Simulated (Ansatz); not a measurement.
**HgS$_{2}$ (charge −1, quartet): density, localisation and related maps**

| atom | x (Å) | y (Å) | z (Å) |
| --- | --- | --- | --- |
| Hg | -0.7346 | -1.2293 | -0.2758 |
| S | -0.8110 | 1.3713 | -0.0962 |
| S | 1.5456 | -0.1420 | 0.3720 |

Geometry: PBE-D4/def2-TZVPD; core potentials replace the inner electrons of Hg.

Theory: UKS PBE0-D4/def2-TZVPD in Ansatz 0.2.0.

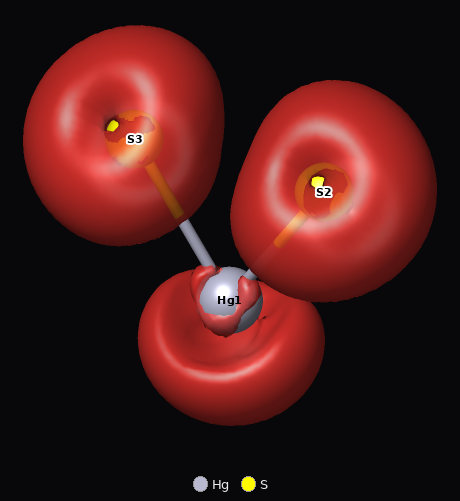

Figure 1. Isosurface of the spin density (α minus β) at +0.03 e/Å³ (red), seen at a tilt.

Q: Describe the spin distribution.

A: The unpaired spin (3 electrons) lies mostly on S2 (about 1.2), S3 (about 1.2) and Hg1 (about 0.6), in electrons by Hirshfeld's partition.

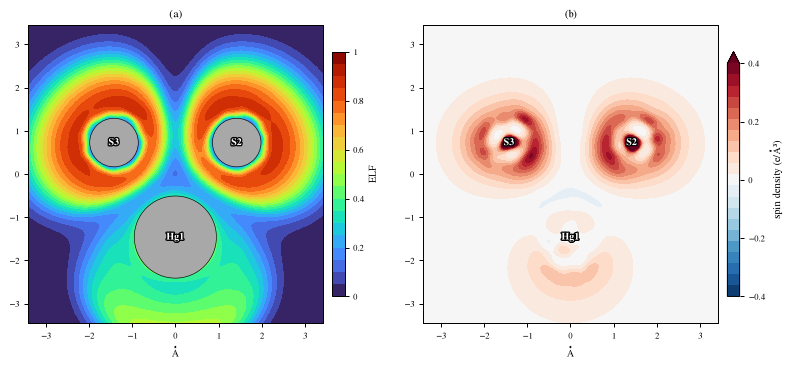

Figure 2. (a) ELF; (b) spin density on the molecular plane. Grey discs cover the atomic cores in the ELF map.

Q: What does the map show?

A: The plane passes through Hg and S nuclei.
Hg–S (2.61 Å): the ELF peaks at about 0.80 in the valence shell of S, 0.9 Å from its nucleus, and drops to about 0.20 between the two atoms.
The ELF also peaks beside S3 and S2, away from the bonds: non-bonding electrons, paired or unpaired.

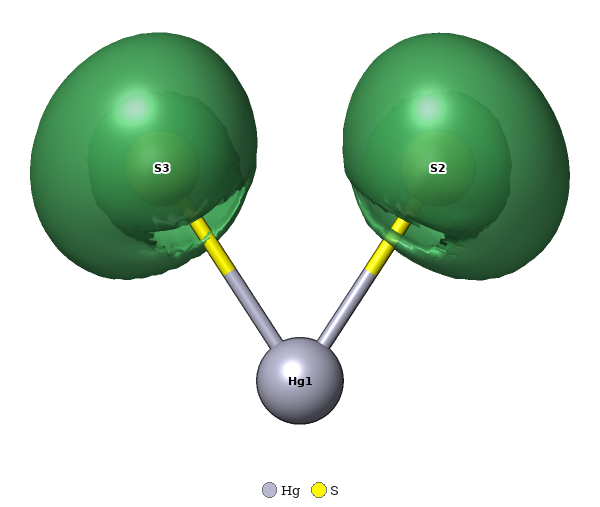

Figure 3. Isosurface of the ELF at 0.75 (green), seen across its widest extent. Core shells and regions of very low density are left out.

Q: Describe the localisation domains.

A: At this value the surface marks out two rings or bowls of non-bonding electrons around S.
